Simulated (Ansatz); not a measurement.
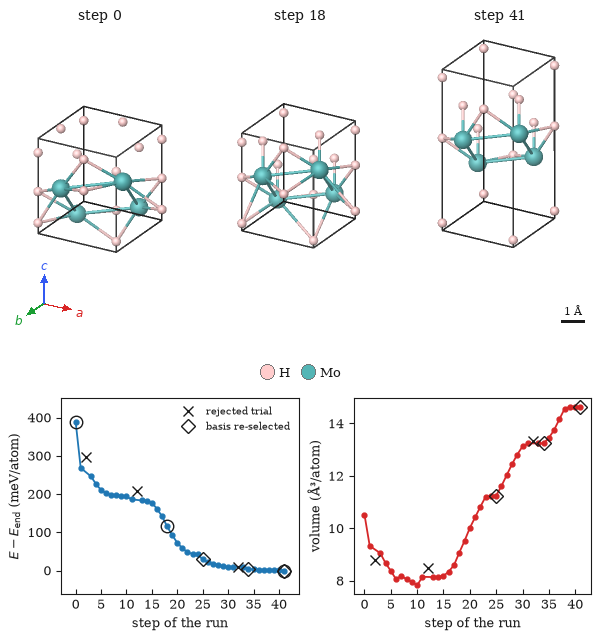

Frames of a relaxation of a crystal of Mo₂H₅ (a generated structure, set up in P4mm) (coarse preliminary run), marked on the history of the run. A ball-and-stick model of the cell of the calculation, seen from a free direction.

All numbers below come from DFT PBE, scalar-relativistic, plane waves, PAW (Ansatz).

Input file:
```yaml
crystal:
  lattice:
    - [4.00115061, 0.0, 0.0]
    - [0.0, 4.00115061, 0.0]
    - [0.0, 0.0, 4.60320724]
  atoms:
    - { symbol: H, position: [0.0, 0.0, 0.11117208] }
    - { symbol: H, position: [0.0, 0.0, 0.4407222] }
    - { symbol: H, position: [0.0, 0.0, 0.85047528] }
    - { symbol: H, position: [0.0, 0.5, 0.93453557] }
    - { symbol: H, position: [0.5, 0.0, 0.93453557] }
    - { symbol: Mo, position: [0.0, 0.5, 0.30540154] }
    - { symbol: Mo, position: [0.5, 0.0, 0.30540154] }
basis:
  ecutwfc: 420
kpoints:
  mp_grid: { grid: [4, 4, 4] }
hamiltonian:
  xc: pbe
scf:
  occupations: { method: gaussian, width: 0.1 }
  lower_state_search: "off"
output:
  forces: true
  stress: true
  eigenvalues: true
relax:
  adjacent_minimum: "off"
  f_tol: 0.04
  max_steps: 70
  cell: { stress_tol: 0.4 }
```

Command:
```bash
ansatz run input.yaml --threads 1 --pin off --max-ram 2560MiB --backend cpu --events-out ev --progress --plain --runs-dir out
```

What happens along the run?

Answer. The largest moves relative to the cell, 1.95 Å, are those of H4 and H5. H4 goes along −c. Largest moves by element: H 1.95 Å, Mo 1.30 Å. Cell: a = b 4.001 → 3.624 Å (−9.4 %), c 4.603 → 7.804 Å (+69.5 %). Volume +39.1 %. Some distances before and after: H4–Mo6 1.707 → 6.142 Å, H1–Mo6 2.191 → 3.787 Å, H4–Mo6 (another image) 2.896 → 1.662 Å, H1–H3 1.200 → 0.753 Å. New bonds form: H1–H3 (1.20 → 0.75 Å), H4–Mo6 (another periodic image) (2.90 → 1.66 Å), H5–Mo7 (another periodic image) (2.90 → 1.66 Å). Bonds break: H1–Mo6 (2.19 → 3.79 Å), H1–Mo7 (2.19 → 3.79 Å), H4–Mo6 (1.71 → 6.14 Å), H5–Mo7 (1.71 → 6.14 Å). Among the angles between lasting bonds that change: Mo6–H2–Mo6 145.4° → 133.0°, H2–Mo6–H2 145.4° → 133.0°, Mo6–H2–Mo7 84.9° → 80.8°. The space group stays P4mm (No. 99). Over 35 accepted moves (41 points after the start) the energy falls by 390 meV per atom. Largest force component: 1.2 eV/Å at the start, 0.0099 eV/Å at the end. Pressure: −13.64 GPa at the start and −0.01 GPa at the end. The line search rejected the trial steps at points 2, 12, 32 of the run. The SCF was repeated 3 times at an unchanged geometry on a basis and grid sized afresh for the cell, which shifted the energy by 14.1 meV per atom at most. From step 0 to 18: H atoms move most (0.79 Å), volume −13.8 %, energy −274 meV per atom. From step 18 to 41: H atoms move most (0.64 Å), volume +61.4 %, energy −115 meV per atom.

| step | E − E(0), meV/atom | largest force component, eV/Å | pressure, GPa | volume, Å³/atom | note |
| --- | --- | --- | --- | --- | --- |
| 0 | 0.00 | 1.1957 | -13.64 | 10.528 |  |
| 1 | -121.22 | 0.9413 | -4.02 | 9.330 |  |
| 2 | -93.66 | 5.5762 | 4.47 | 8.782 | rejected |
| 3 | -143.09 | 0.6800 | -2.83 | 9.054 |  |
| 4 | -163.14 | 0.2801 | 0.09 | 8.677 |  |
| 5 | -178.98 | 0.5426 | 0.85 | 8.376 |  |
| 6 | -187.63 | 0.9950 | 2.89 | 8.057 |  |
| 7 | -191.54 | 0.2114 | -1.25 | 8.196 |  |
| 8 | -192.76 | 0.2368 | 0.45 | 8.050 |  |
| 9 | -193.92 | 0.1702 | 0.99 | 7.960 |  |
| 10 | -195.95 | 0.2915 | 2.25 | 7.823 |  |
| 12 | -181.27 | 0.4650 | -5.35 | 8.505 | rejected |
| 13 | -206.28 | 0.0981 | 0.11 | 8.140 |  |
| 15 | -212.27 | 0.3306 | 0.91 | 8.184 |  |
| 17 | -247.79 | 0.2997 | 5.68 | 8.597 |  |
| 18 | -274.25 | 0.3165 | 3.28 | 9.073 |  |
| 20 | -317.27 | 0.1681 | 2.09 | 10.013 |  |
| 21 | -331.34 | 0.2069 | 1.73 | 10.419 |  |
| 23 | -346.41 | 0.0457 | 0.09 | 11.206 |  |
| 25 | -360.64 | 0.0643 | 1.36 | 11.246 | same geometry, new basis |
| 26 | -367.86 | 0.0269 | 1.02 | 11.615 |  |
| 28 | -374.65 | 0.8161 | -0.76 | 12.444 |  |
| 30 | -380.14 | 0.0196 | 0.00 | 13.124 |  |
| 31 | -380.03 | 0.1038 | 0.16 | 13.239 |  |
| 33 | -380.07 | 0.0020 | 0.02 | 13.242 |  |
| 34 | -385.69 | 0.0290 | 0.30 | 13.242 | same geometry, new basis |
| 36 | -387.33 | 0.0242 | 0.21 | 13.752 |  |
| 38 | -387.72 | 0.0427 | 0.11 | 14.564 |  |
| 39 | -387.65 | 0.0481 | -0.04 | 14.634 |  |
| 41 | -389.53 | 0.0099 | -0.01 | 14.641 | same geometry, new basis |

Limits of the set-up: the k-point mesh is coarse for a cell with partly filled bands.
